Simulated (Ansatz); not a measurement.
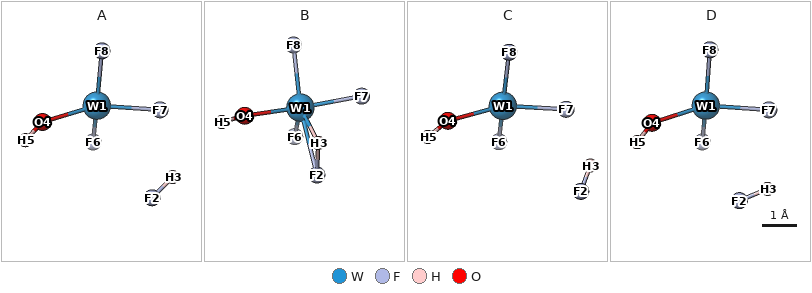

4 geometries from a converged minimum-energy path of WH2OF4, shuffled. Style: ball-and-stick. Shown at a tilt.

Theory: RHF/def2-SVP (Ansatz). Settings: 7 movable images; climbing image; force threshold 0.05 eV/Å; iteration limit 60; starting path through a guess of the saddle point.

> Which frame is the top of the path?

B. In order along the path, whose images run from 0 to 8: B (image 2, +1.49 eV), D (image 5, −0.55 eV), A (image 6, −0.61 eV), C (image 7, −0.63 eV). Breaking: W1–F2 (1.85 → 2.09 at the top → 3.77 Å), W1–H3 (1.69 → 1.70 at the top → 3.27 Å). Forming: F2–H3 (2.24 → 1.26 at the top → 0.91 Å).

Limits of the set-up: Hartree-Fock leaves out electron correlation.

Cost: 5.6 min on 2 threads of Arm Neoverse V2, on a shared host, peak memory 0.3 GiB.
